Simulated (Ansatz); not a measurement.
**CH6FNOSi: density, localisation and related maps**

Input

```
crystal:
  periodic: [false, false, false]
  atoms:
    - { symbol: "N", position_ang: [0.065, -1.4163, 1.5791] }
    - { symbol: C, position_ang: [0.2204, -0.7182, 0.3026] }
    - { symbol: F, position_ang: [-0.5055, -1.4368, -0.6187] }
    - { symbol: O, position_ang: [-0.2617, 0.5793, 0.3552] }
    - { symbol: Si, position_ang: [-0.0475, 1.5618, -0.9481] }
    - { symbol: H, position_ang: [-0.9597, -1.1821, 1.7935] }
    - { symbol: H, position_ang: [0.102, -2.3666, 1.3848] }
    - { symbol: H, position_ang: [1.3274, -0.7042, 0.0327] }
    - { symbol: H, position_ang: [-0.7645, 1.0914, -2.0857] }
    - { symbol: H, position_ang: [-0.5071, 2.9425, -0.5847] }
    - { symbol: H, position_ang: [1.3966, 1.5922, -1.1901] }
basis:
  gaussian: { orbitals: def2-mTZVP }
hamiltonian:
  xc: b3lyp
  dispersion: d4
relax:
  f_tol: 0.02
  max_steps: 50
output:
  orbitals: {}
```

Launched as:

```sh
ansatz run input.yaml --threads 2 --pin off --max-ram 3072MiB --backend cpu --events-out ev --progress --plain --runs-dir out
```

The fields are those of the relaxed geometry.

Theory: Ansatz 0.2.0, RKS B3LYP-D4/def2-mTZVP.

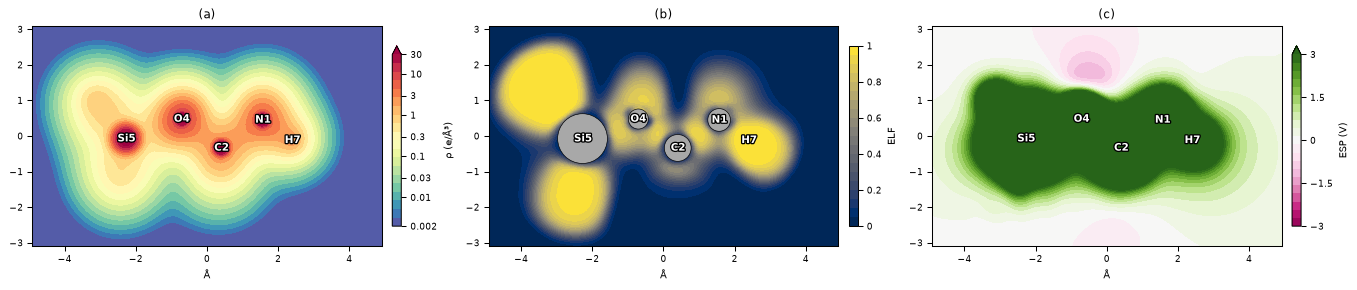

Figure 1. (a) total electron density; (b) electron localisation function; (c) molecular electrostatic potential on the plane of atoms N1, C2 and O4. Grey discs cover the atomic cores in the ELF map.

Read the bonding off the picture.

Atoms in the plane: N, C, O, Si and H. C–O (1.37 Å): the density is about 2.2 e/Å³ at the midpoint, with its minimum of 1.9 e/Å³ about 0.5 Å from C; the ELF peaks at about 0.90 between the atoms, as expected for a polar covalent bond. C–N (1.40 Å): the density is about 2.2 e/Å³ at the midpoint; the ELF peaks at about 0.95 between the atoms: localised, covalent bonding. Si–O (1.67 Å): ρ is about 1.1 e/Å³ halfway; the ELF peaks at about 0.90 between the atoms (a polar covalent bond). N–H (1.01 Å): ρ at the midpoint is about 2.9 e/Å³; the ELF climbs to about 1 towards the hydrogen, as it does in any bond to H: an ordinary covalent bond to hydrogen. The ELF also peaks beside O4, away from the bonds: lone-pair regions. Outside the dense part of the molecule the potential is most negative (−1.2 V) near O4.

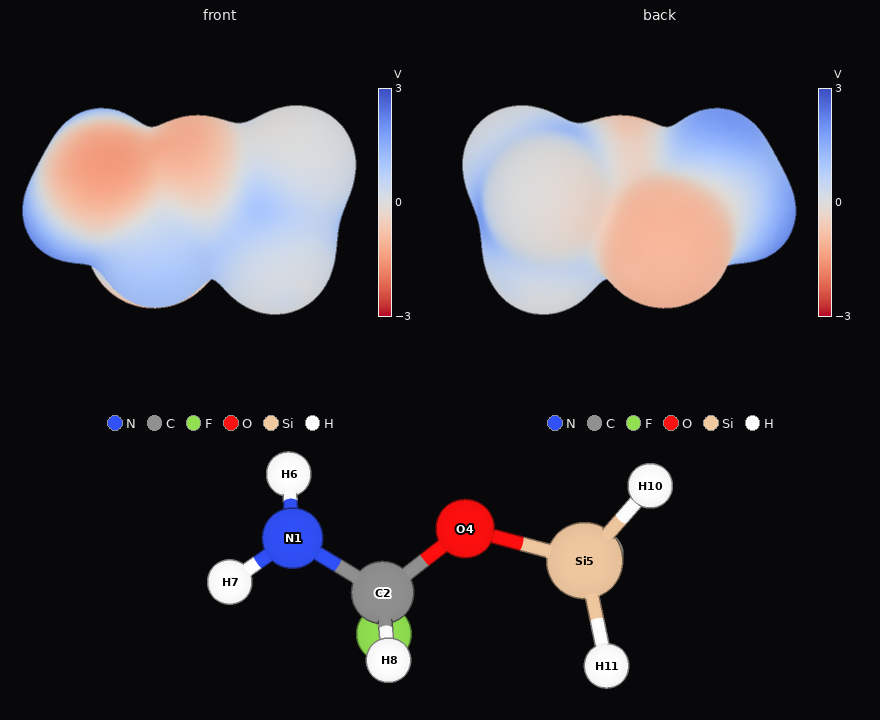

Figure 2. The molecular electrostatic potential painted on the density surface at 0.002 e/bohr³, seen from the front and from behind; red is negative and blue positive. The bare structure is drawn below in the same view.

Where is the surface potential most negative and most positive?

The most negative region (about −1.5 V, or −35 kcal/mol for a unit charge) lies over N1, the most positive (about +2.0 V, or +46 kcal/mol for a unit charge) over H7. N1 is the likeliest acceptor of a hydrogen bond.

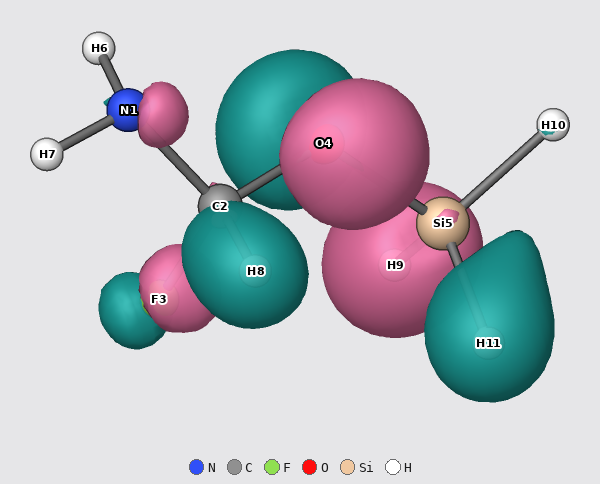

Figure 3. The HOMO−1 at ±0.15 Å⁻³ᐟ² (teal and pink are the two phases), seen at a tilt.

What is the character of this orbital?

Its weight (Hirshfeld) is mainly on O4 (about 45 %), Si5 (about 15 %), H9 (about 10 %), H11 (about 10 %) and C2 (about 5 %). Its energy is −8.64 eV.
